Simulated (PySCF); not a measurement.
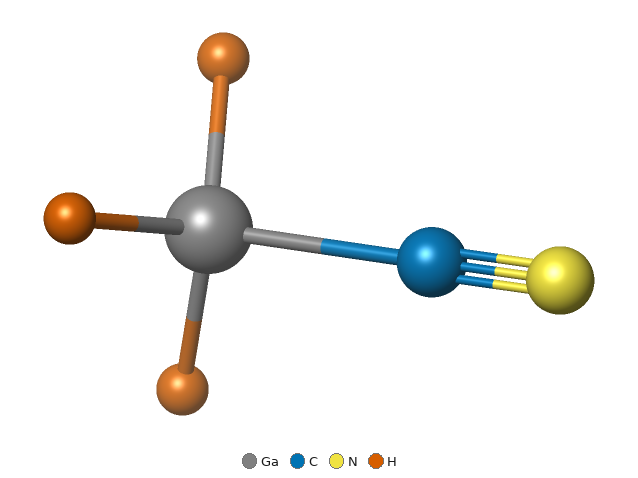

Charge −1, singlet. The geometry was computed by an optimisation with PBE0-D3(BJ)/def2-SVP. No frequency run is at hand to confirm it as a minimum.

Draw it as a skeletal formula.

SMILES: N#[C][GaH3-]

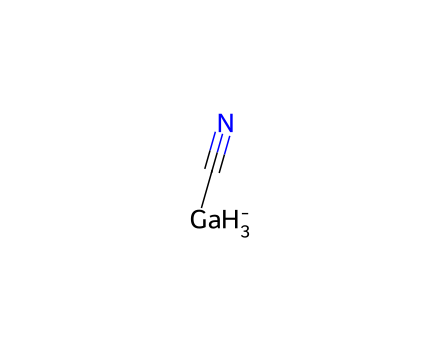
